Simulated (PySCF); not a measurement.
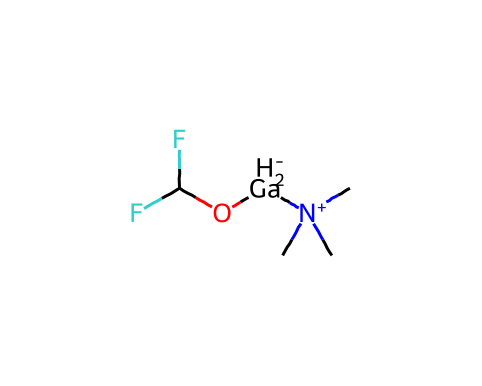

The drawing above gives the connectivity. The computed structure is the end point of a PBE0-D3(BJ)/def2-SVP optimisation. No frequency run is at hand to confirm it as a minimum.

What does the molecule look like in three dimensions?

The molecule is C4H12F2GaNO. As SMILES it reads `C[N+](C)(C)[GaH2-][O]C(F)F`. Among its groups: C–F bond. This geometry has C1 symmetry. Coordination, clear cases only: 4 C tetrahedral; 1 N tetrahedral; 1 O bent.

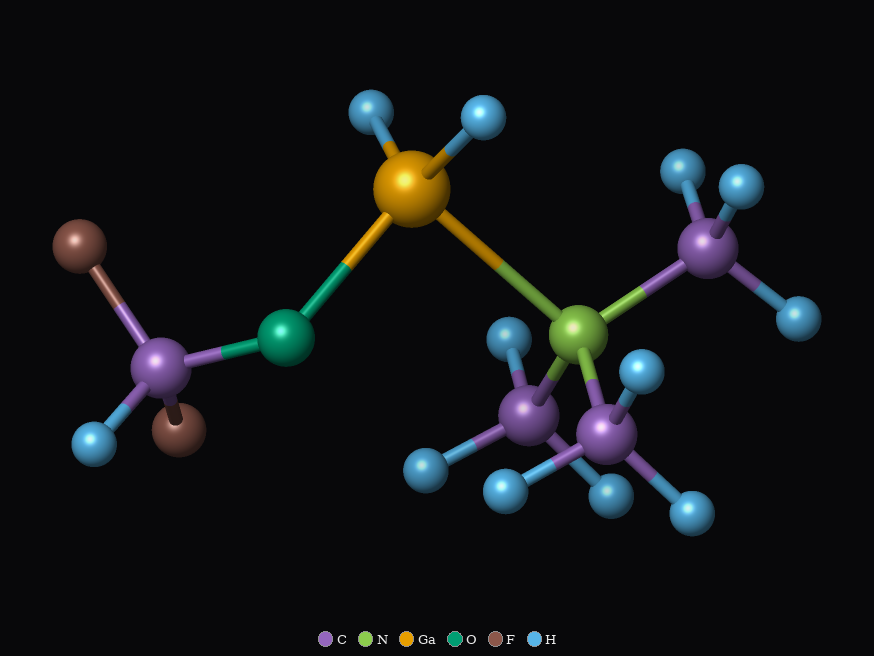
